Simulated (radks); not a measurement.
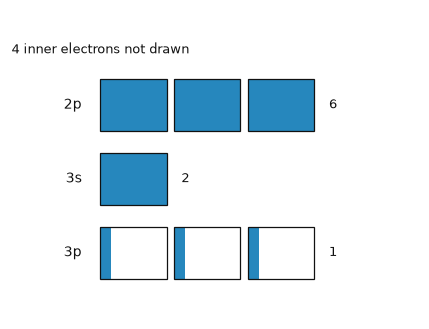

**Figure 1.** The outer shells as the input fills them: a box for each of the 2l + 1 orbitals, shaded by the share of the shell that is filled, with the electron count at the right.

**Atomic calculation for Si⁺**

System: Si⁺, configuration [Ne] 3s2 3p1.
Method: non-relativistic Kohn-Sham, TPSS, spin-polarised, spherical densities, point nucleus (radks).

### Input
```
Z 14
configuration [Ne] 3s2 3p1
relativity non-relativistic
functional tpss,tpss
spin polarised
nucleus point
threshold 1e-13
max_iterations 84
```

Energies in input and log are in hartree, lengths in bohr.

Hardware: 1 thread of Arm Neoverse V1, 23 GiB of memory available, shared host.

The run was one of a batch that the task file lists, launched with:
```bash
python <driver script> task.json out
```

### The program's output
```
1s      1   1.0000         -66.07485726
2s      1   1.0000          -5.50735999
2p      1   3.0000          -3.88275954
3s      1   1.0000          -0.72325254
3p      1   1.0000          -0.44664485
1s      2   1.0000         -66.07108314
2s      2   1.0000          -5.50363567
2p      2   3.0000          -3.87744679
3s      2   1.0000          -0.67497368
3p      2   0.0000          -0.88783141
Etot -289.0887274416094
Ekin 288.675352647751
Encl -684.5745938803482
Eh 127.35597457189814
Exc -20.545460780910414
err 5.6714116833773664e-11
it 84
```

### Outcome

```
                   quantity                value
                    outcome        not converged
               total energy  −289.088727 hartree
             kinetic energy   288.675353 hartree
    electron–nucleus energy  −684.574594 hartree
             Hartree energy   127.355975 hartree
exchange–correlation energy   −20.545461 hartree
             SCF iterations                   84
                  wall time               0.62 s
```

### Diagnosis

A numerical setting was moved from its usual value: convergence threshold tolx = 1e-13. The run did not meet its convergence test in 84 iterations, so its last values are not results.
